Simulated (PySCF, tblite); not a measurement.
**C8H5F2 radical: geometry, infrared bands and EPR parameters**

Aim: predict the infrared bands and EPR parameters of C8H5F2 radical (`C#C[C@@]12C[C@H]3[C@@H]1[C]2C3(F)F`).

The runs use tblite 0.8.0 and PySCF 2.14.0, with density-fitted response routines of our own; the level of theory stands in each step. All values are computed, except where a source is named. Atoms are numbered from 0 throughout.

### 1 The starting structure

15 atoms, charge 0, multiplicity 2; geometry from: force field or distance geometry start.

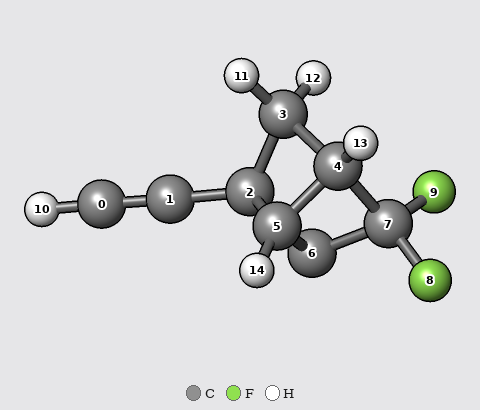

As it starts; carbon grey, fluorine green, hydrogen white, atoms numbered; sticks join atoms by distance.

### 2 Relaxing the molecule with GFN2-xTB

What the job is given:

```
{"job": {"kind": "relax", "xc": "GFN2-xTB", "basis": "xTB"}, "charge": 0, "multiplicity": 2}
C      2.461300     1.092700     1.847800
C      1.618100     0.697100     1.070600
C      0.650300     0.211300     0.169800
C      0.205700    -1.220300     0.183100
C     -1.186800    -0.668000    -0.292800
C     -0.773600     0.573900     0.319700
C     -0.053500     0.946300    -0.897700
C     -1.019500     0.107100    -1.625600
F     -2.070000     0.813300    -2.082700
F     -0.461900    -0.544100    -2.662200
H      3.187100     1.454800     2.525800
H      0.174600    -1.707400     1.180800
H      0.708200    -1.893000    -0.503500
H     -2.101800    -1.195100    -0.070500
H     -1.342500     1.339300     0.815600
```

On the command line:

```console
OMP_NUM_THREADS=1 python probes_run.py task.json out
```

The driver reads the jobs from task.json and runs them one after another.

Standard output:

```text
step      E/eV     max force
  0    -785.74980    6.201
  1    -786.08174    4.130
  2    -786.26213    4.458
  3    -786.47504    2.650
  4    -786.56909    1.053
  5    -786.63225    0.443
  6    -786.65031    0.443
  7    -786.68254    0.366
  8    -786.70142    0.384
  9    -786.71859    0.341
 10    -786.73001    0.254
 11    -786.73926    0.219
 12    -786.74565    0.204
 13    -786.75166    0.208
 14    -786.75836    0.185
 15    -786.76592    0.224
 16    -786.77319    0.247
 17    -786.77900    0.178
 18    -786.78325    0.165
 19    -786.78678    0.147
 20    -786.78983    0.139
 21    -786.79215    0.144
 22    -786.79387    0.112
 23    -786.79523    0.092
 24    -786.79624    0.070
 25    -786.79694    0.062
 26    -786.79753    0.056
 27    -786.79828    0.077
 28    -786.79936    0.095
 29    -786.80062    0.091
 30    -786.80171    0.090
 31    -786.80259    0.088
 32    -786.80349    0.086
 33    -786.80464    0.104
 34    -786.80610    0.118
 35    -786.80756    0.101
 36    -786.80861    0.062
 37    -786.80922    0.056
 38    -786.80963    0.047
 39    -786.80995    0.040
 40    -786.81016    0.032
 41    -786.81029    0.023
 42    -786.81037    0.018
 43    -786.81041    0.014
 44    -786.81043    0.011
 45    -786.81045    0.009
```

Run time: 0.3 s. Hardware: 1 thread of Arm Neoverse V1, shared host.

The steps of the relaxation: (not every step is listed)

```csv
step,energy from step 0 (eV),largest force (eV/Å)
0,0.0000,6.2014
1,-0.3319,4.1303
2,-0.5123,4.4583
3,-0.7252,2.6504
4,-0.8193,1.0528
5,-0.8824,0.4435
6,-0.9005,0.4434
7,-0.9327,0.3662
8,-0.9516,0.3840
11,-0.9895,0.2186
14,-1.0086,0.1853
17,-1.0292,0.1779
20,-1.0400,0.1390
23,-1.0454,0.0917
26,-1.0477,0.0562
29,-1.0508,0.0907
32,-1.0537,0.0857
35,-1.0578,0.1005
38,-1.0598,0.0469
40,-1.0604,0.0323
41,-1.0605,0.0233
42,-1.0606,0.0179
43,-1.0606,0.0141
44,-1.0606,0.0108
45,-1.0606,0.0090
```

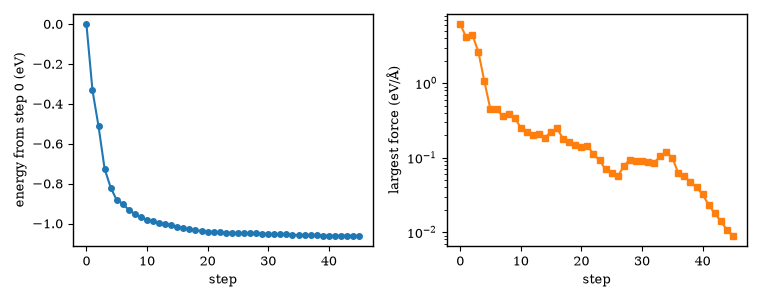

Energy and largest force along the relaxation.

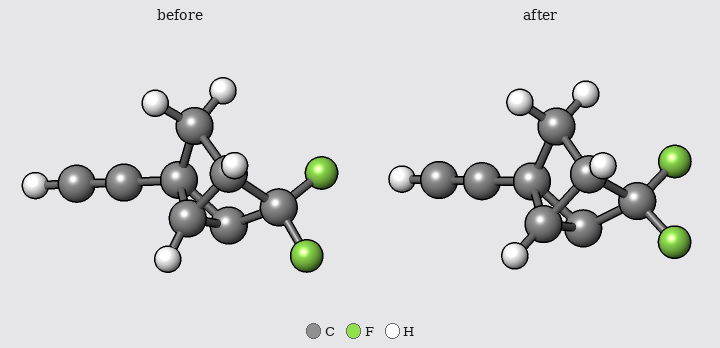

Before and after, at one scale.

Close pairs (by a distance rule), those that changed most:

```csv
bond,before (Å),after (Å),change (Å)
C4–C5,1.445,1.549,+0.104
C2–C5,1.477,1.531,+0.054
C2–C6,1.475,1.517,+0.043
C3–C4,1.572,1.537,-0.035
C2–C3,1.499,1.531,+0.032
C5–C6,1.463,1.491,+0.028
C6–C7,1.472,1.499,+0.027
C3–H11,1.111,1.088,-0.022
```

The final coordinates are the input of the step that follows.

### 3 Vibrational analysis with GFN2-xTB

What the job is given:

```
{"job": {"kind": "ir", "xc": "GFN2-xTB", "basis": "xTB"}, "charge": 0, "multiplicity": 2}
C      2.572544     1.094588     1.751452
C      1.635097     0.723862     1.100866
C      0.534258     0.262357     0.348224
C      0.110481    -1.195909     0.156238
C     -1.241957    -0.624991    -0.298438
C     -0.929438     0.704202     0.432515
C     -0.122353     1.044863    -0.773855
C     -0.866238     0.069484    -1.635911
F     -1.947284     0.578575    -2.267372
F     -0.216213    -0.662121    -2.568035
H      3.397111     1.423284     2.309526
H      0.055507    -1.728921     1.103676
H      0.655946    -1.787588    -0.579107
H     -2.174585    -1.177319    -0.254109
H     -1.467289     1.283623     1.152419
```

Standard output:

```text
mode    cm-1     km/mol
  1      99.1      1.35
  2     122.0      0.49
  3     197.2      1.13
  4     239.5      0.45
  5     339.8      3.07
  6     373.6      8.06
  7     431.1      3.22
  8     462.5      8.08
  9     490.6      5.54
 10     509.7      4.50
 11     581.3      6.38
 12     640.9      6.06
 13     651.0     12.60
 14     666.1     16.94
 15     804.3      0.31
 16     828.9     26.91
 17     841.7     40.78
 18     900.7     15.94
 19     935.2      6.46
 20     959.3     32.85
 21     994.3     19.64
 22    1004.9     19.83
 23    1020.8     42.83
 24    1057.8    128.53
 25    1082.1     16.96
 26    1110.7     53.74
 27    1130.7     13.45
 28    1167.5     27.94
 29    1206.1      5.57
 30    1244.9     67.11
 31    1265.0    176.70
 32    1392.5     12.55
 33    1473.3      0.81
 34    2261.5      2.40
 35    2995.9     20.04
 36    3013.2     20.39
 37    3023.8     29.79
 38    3177.5      9.16
 39    3401.9     14.12
```

Wall time 0.5 s (1 thread of Arm Neoverse V1, shared host).

The strongest bands and the atoms that carry them (share of the mass-weighted mode):

```csv
cm⁻¹,km/mol,atoms
842,40.8,"C6 29 %, C5 16 %, C4 14 %"
959,32.9,"C6 24 %, H13 20 %, C5 13 %"
1021,42.8,"H13 21 %, C7 17 %, H11 13 %, H12 11 %"
1058,128.5,C7 48 %
1111,53.7,"C4 21 %, H12 21 %, C7 19 %"
1245,67.1,"C2 21 %, C7 17 %, C3 15 %, C6 11 %"
1265,176.7,"C7 43 %, C6 17 %"
3024,29.8,H13 87 %
```

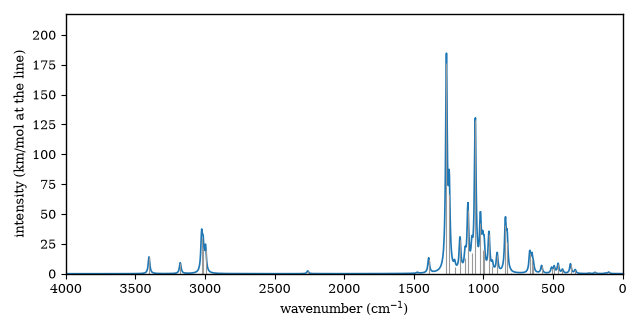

The infrared spectrum from these modes, unscaled. Lines are broadened to a width of 14 cm⁻¹ (Lorentzian).

### 4 EPR parameters: B3LYP/pcH-1

Settings changed since step 3:

```diff
@@ -1,2 +1,2 @@
-{"job": {"kind": "ir", "xc": "GFN2-xTB", "basis": "xTB"}, "charge": 0, "multiplicity": 2}
+{"job": {"kind": "epr", "basis": "pcH-1"}, "charge": 0, "multiplicity": 2}
 C      2.572544     1.094588     1.751452
```

With the program's defaults for keys left out, this is: UKS B3LYP, pcH-1 on C F H, non-relativistic, mean-field spin-orbit, GIAO.

Standard output:

```text
UKS, coarse grid
  cycle   1  E = -507.19886834  |g| = 5.66e-01
  cycle   2  E = -507.08252156  |g| = 8.59e-01
  cycle   3  E = -507.31388744  |g| = 8.43e-02
  cycle   4  E = -507.31613141  |g| = 5.08e-02
  cycle   5  E = -507.31707886  |g| = 2.86e-02
  cycle   6  E = -507.31747280  |g| = 6.29e-03
  cycle   7  E = -507.31749878  |g| = 2.69e-03
  cycle   8  E = -507.31750523  |g| = 9.96e-04
UKS, final grid
  cycle   1  E = -507.31750801  |g| = 1.21e-03
  cycle   2  E = -507.31750724  |g| = 1.89e-03
  cycle   3  E = -507.31750879  |g| = 2.37e-04
  cycle   4  E = -507.31750882  |g| = 1.31e-04
  cycle   5  E = -507.31750884  |g| = 9.40e-05
  cycle   6  E = -507.31750884  |g| = 2.14e-05
E = -507.31750884 Eh   <S^2> = 0.7530 (exact 0.7500)
g shifts (ppm)      1          2          3
  rmc          -164       -164       -164
  gc             18         20          8
  oz_so         -15       1043       1295
  total        -161        899       1139
hyperfine (MHz)  atom isotope    a_iso     a_fc   dipolar eigenvalues
    0   13C       0.57       0.57     -2.37      0.35      2.01
    1   13C      14.99      14.99     -2.17     -0.89      3.06
    2   13C       5.57       5.57     -4.24     -1.36      5.59
    3   13C      -4.80      -4.80     -2.08     -0.65      2.73
    4   13C      57.55      57.55     -6.93     -5.59     12.53
    5   13C      -7.69      -7.69     -7.92     -4.50     12.43
    6   13C     420.57     420.57    -67.02    -63.61    130.63
    7   13C     -13.47     -13.47    -10.69     -8.31     19.00
    8   19F      27.84      27.84    -20.44    -13.38     33.82
    9   19F       3.45       3.45    -11.08     -9.12     20.19
   10    1H      -0.20      -0.20     -1.09     -0.49      1.58
   11    1H       2.24       2.24     -2.49     -0.94      3.43
   12    1H       5.83       5.83     -2.19     -2.07      4.26
   13    1H      42.72      42.72     -4.38     -1.48      5.86
   14    1H      22.99      22.99     -5.41     -4.74     10.15
```

It took 96 s on 1 thread of Arm Neoverse V1, shared host; peak memory 1.1 GiB.

Principal g values 2.00216, 2.00322, 2.00346; g(iso) = 2.00295, against 2.00232 for a free electron.

Hyperfine couplings, nucleus by nucleus at this fixed geometry (no averaging over rotations):

```csv
nuclei,isotope,a(iso) (MHz),"a(iso) (G, at g = 2.0023)",largest dipolar term (MHz)
C6,13C,420.6,150.1,130.6
C4,13C,57.6,20.5,12.5
H13,1H,42.7,15.2,5.9
F8,19F,27.8,9.9,33.8
H14,1H,23.0,8.2,10.2
C1,13C,15.0,5.3,3.1
C7,13C,-13.5,-4.8,19.0
C5,13C,-7.7,-2.7,12.4
H12,1H,5.8,2.1,4.3
C2,13C,5.6,2.0,5.6
C3,13C,-4.8,-1.7,2.7
F9,19F,3.4,1.2,20.2
H11,1H,2.2,0.8,3.4
C0,13C,0.6,0.2,-2.4
```

Mulliken spin populations:

C0 0.00; C1 0.00; C2 -0.01; C3 0.01; C4 0.05; C5 0.01; C6 0.86; C7 0.02; F8 0.00; F9 0.00; H10 0.00; H11 0.00; H12 0.00; H13 0.02; H14 0.01

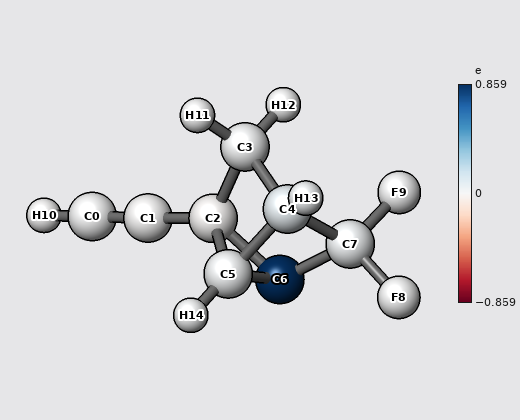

Mulliken spin populations, as colours on the atoms.

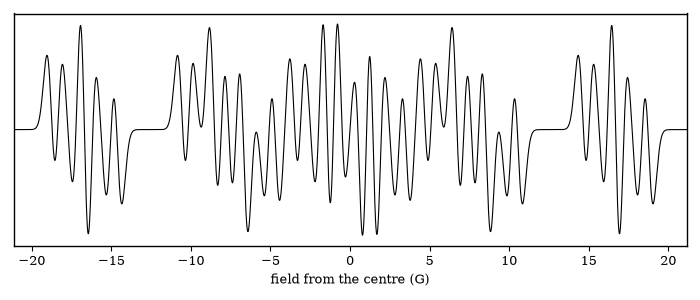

First-order isotropic spectrum (first derivative, main isotopes with spin only, couplings over 0.8 MHz, Gaussian width 0.3 G; couplings of the frozen geometry, rotation of groups not averaged beyond the rows shown).

Orbitals, density, ELF and potential are computed afterwards from the orbital file.

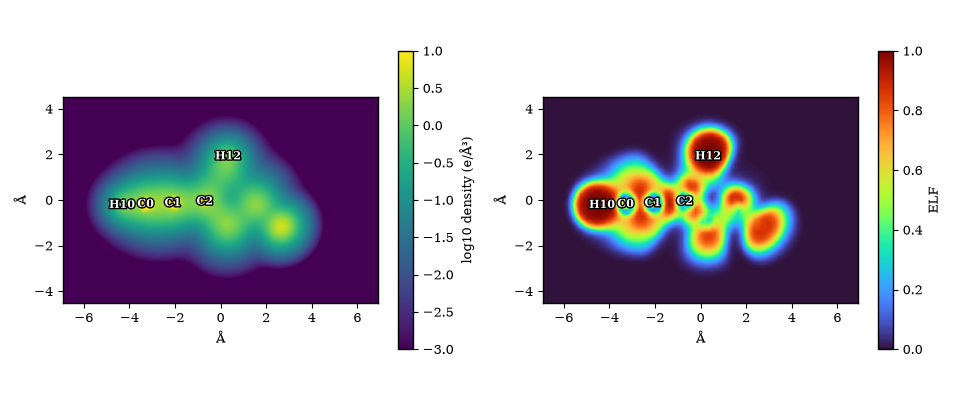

Density (left) and ELF (right) in a plane through or near 5 of the atoms.

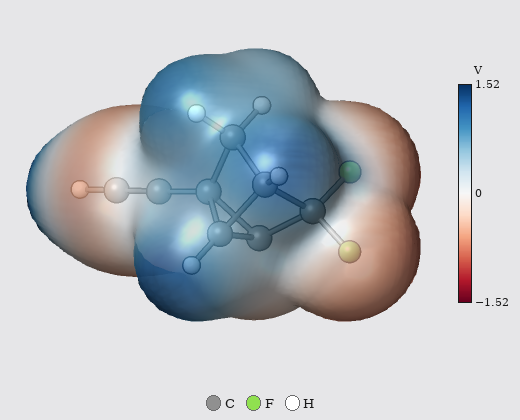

The potential that a unit positive charge feels on the 0.002 e/bohr³ surface, from -0.81 V near F8 to 1.52 V near H10.

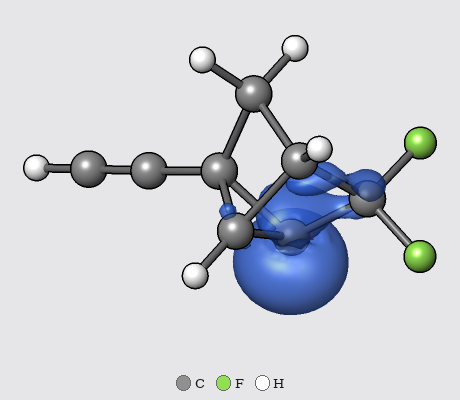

Spin density at ±0.06 e/Å³ (alpha excess blue, beta excess red).

### 5 What came out

| quantity | value |
| --- | --- |
| strongest single infrared mode (GFN2-xTB) | 1265 cm⁻¹, 177 km/mol |
| zero-point energy (GFN2-xTB) | 63.0 kcal/mol |
| g(iso) (B3LYP) | 2.00295 |
| ⟨S²⟩ | 0.753 (exact 0.75) |
| largest a(iso) | 13C on C6, 420.6 MHz |
| potential on the surface of density 0.002 e/bohr³, 1st and 99th percentile | -0.81 V and 1.52 V |

**Reading.** The optimisation took 45 steps and gained 1.061 eV; among the close pairs (by a distance rule), C4–C5 changed most, from 1.445 to 1.549 Å. All 39 modes are real, so the xTB geometry is a minimum. The strongest single mode, at 1265 cm⁻¹, is spread over many atoms; the largest shares are those of C7, C6. GFN2-xTB is a fitted tight-binding method: band positions and strengths are rough. Its intensities can rank the bands wrongly. Most of the unpaired spin sits on C6 (0.86 e). The isotropic g lies 0.6 ppt above the free-electron value. The conformer search found further structures of the same energy, which may be mirror or relabelled copies of this one.
